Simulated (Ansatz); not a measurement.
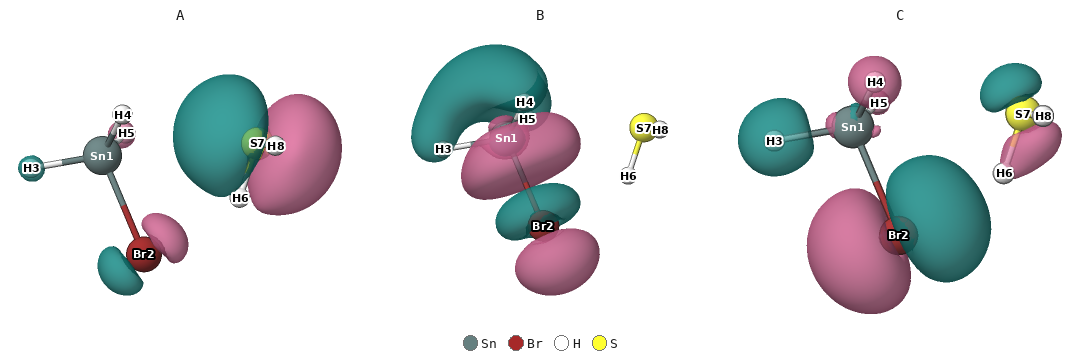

*BrH$_{3}$Sn···H$_{2}$S. Three frontier orbitals at ±0.08 Å⁻³ᐟ² (teal and pink are the two phases), in no order.*

Core potentials replace the inner electrons of Sn.

Theory: RKS B3LYP-D4/def2-SVP (Ansatz).

Input

```
crystal:
  periodic: [false, false, false]
  atoms:
    - { symbol: Sn, position_ang: [-0.9552, -0.4926, -0.2647] }
    - { symbol: Br, position_ang: [1.8375, -1.5486, 0.2495] }
    - { symbol: H, position_ang: [-0.8555, -1.5851, -1.5549] }
    - { symbol: H, position_ang: [-1.2679, -1.0231, 1.317] }
    - { symbol: H, position_ang: [-2.2281, 0.5868, -0.6796] }
    - { symbol: H, position_ang: [1.9616, 0.4225, 0.01] }
    - { symbol: S, position_ang: [0.7926, 1.7593, -0.1988] }
    - { symbol: H, position_ang: [0.715, 1.8808, 1.1214] }
basis:
  gaussian: { orbitals: def2-SVP }
hamiltonian:
  xc: b3lyp
  dispersion: d4
relax:
  f_tol: 0.15
  max_steps: 25
  restrain:
    - { distance: [0, 6], at: 3.74, k: 30.0 }
    - { distance: [5, 1], at: 2.81, k: 30.0 }
    - { distance: [0, 1], at: 2.59, k: 30.0 }
    - { distance: [5, 6], at: 1.36, k: 30.0 }
output:
  orbitals: {}
```

Command:

```sh
ansatz run input.yaml --threads 2 --pin off --max-ram 3072MiB --backend cpu --events-out ev --progress --plain --runs-dir out
```

The fields are those of the run's last geometry, not of the input's.

**Order the three orbitals by energy and name them.**

C is the HOMO−1 (−7.65 eV). It lies mainly on Br2 (about 80 %) and Sn1 (about 5 %); largely a lone pair of Br2. A is the HOMO (−7.05 eV). Its weight (Hirshfeld) is mainly on S7 (about 85 %); largely a lone pair of S7. B is the LUMO (−1.44 eV). Its weight (Hirshfeld) is mainly on Sn1 (about 55 %) and Br2 (about 30 %).

**What is the HOMO–LUMO gap?**

5.61 eV between the orbital energies.
